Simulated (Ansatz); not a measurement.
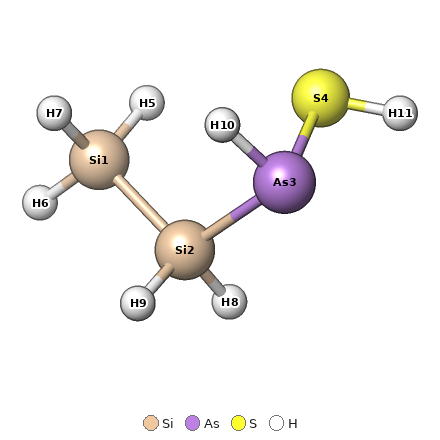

The system is AsH7SSi2, SMILES [SiH3][SiH2][AsH]S; the picture shows the reference structure. The first coordinate is: dihedral Si2–As3–S4–H11; the second: dihedral Si1–Si2–As3–S4. Nothing is relaxed (all other coordinates rigid). The grid has 9 × 9 points. All energies are given in kJ/mol relative to the relaxed molecule at the same level. Energies and slopes of some neighbouring points disagree (a jump in structure or state, or too coarse a mesh). Level of theory: RKS PBE-D4/def2-SVP in Ansatz.

Its coordinates:

```yaml
atoms:
  - { symbol: Si, position_ang: [-0.8891, 1.5661, -0.1309] }
  - { symbol: Si, position_ang: [0.0800, -0.0791, 1.2387] }
  - { symbol: As, position_ang: [1.5876, -1.4916, 0.0119] }
  - { symbol: S, position_ang: [0.0921, -1.8914, -1.6806] }
  - { symbol: H, position_ang: [-1.5767, 0.9218, -1.3022] }
  - { symbol: H, position_ang: [-1.8895, 2.3958, 0.6308] }
  - { symbol: H, position_ang: [0.2045, 2.4694, -0.6378] }
  - { symbol: H, position_ang: [-0.9563, -0.9895, 1.8423] }
  - { symbol: H, position_ang: [0.8569, 0.5665, 2.3613] }
  - { symbol: H, position_ang: [2.2633, -0.2862, -0.6784] }
  - { symbol: H, position_ang: [0.2927, -3.2388, -1.6345] }
```

Range: dihedral Si2–As3–S4–H11 from −180 to 140°; dihedral Si1–Si2–As3–S4 from −180 to 140°.

Question: Predict the map.

Answer: The lowest grid point is at dihedral Si2–As3–S4–H11 = −140°, dihedral Si1–Si2–As3–S4 = −60°, 1.3 kJ/mol from the relaxed molecule at the same level. Other grid points that lie below all their neighbours: dihedral Si2–As3–S4–H11 = −140°, dihedral Si1–Si2–As3–S4 = 60° (1.4 kJ/mol higher); dihedral Si2–As3–S4–H11 = −140°, dihedral Si1–Si2–As3–S4 = −180° (5.4 kJ/mol higher); dihedral Si2–As3–S4–H11 = 60°, dihedral Si1–Si2–As3–S4 = −60° (5.4 kJ/mol higher). The highest grid point, dihedral Si2–As3–S4–H11 = −20°, dihedral Si1–Si2–As3–S4 = 20°, lies 36.4 kJ/mol above the lowest.

```tsv
dihedral Si1–Si2–As3–S4 ↓, dihedral Si2–As3–S4–H11 →	−180	−140	−100	−60	−20	20	60	100	140
140	16.6	14.0	17.2	22.8	27.3	22.5	20.4	27.3	24.2
100	12.5	7.8	12.4	19.5	23.8	16.8	15.4	24.1	22.5
60	7.9	2.7	4.7	12.5	17.7	10.2	8.1	15.8	15.4
20	10.6	5.1	8.4	18.3	37.7	21.8	12.2	19.7	19.6
−20	7.0	4.8	6.8	11.9	24.3	29.6	13.2	16.9	14.1
−60	5.7	1.3	2.0	7.2	12.8	9.9	6.7	11.4	11.2
−100	12.0	10.0	12.3	17.1	21.8	18.3	16.1	21.8	18.5
−140	11.2	7.0	10.7	17.2	21.9	15.9	14.4	22.1	20.3
−180	11.8	6.7	7.3	13.2	19.2	13.7	10.8	17.4	17.8
```

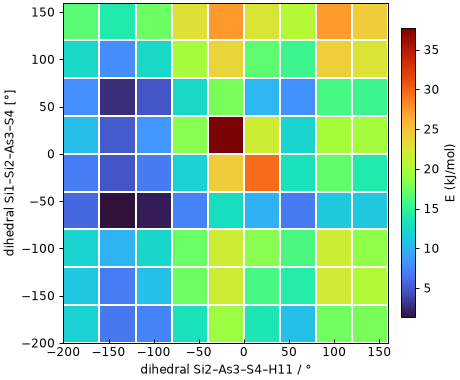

In the figure: one coloured cell a grid point.

Each point was launched as `ansatz run input.yaml --threads 1 --pin off --max-ram 2560MiB --backend cpu --events-out ev --progress --plain --runs-dir out`. The whole map (81 points run) took 11 min on 1 thread of Intel(R) Xeon(R) Platinum 8488C (Sapphire Rapids), with other jobs on the host.
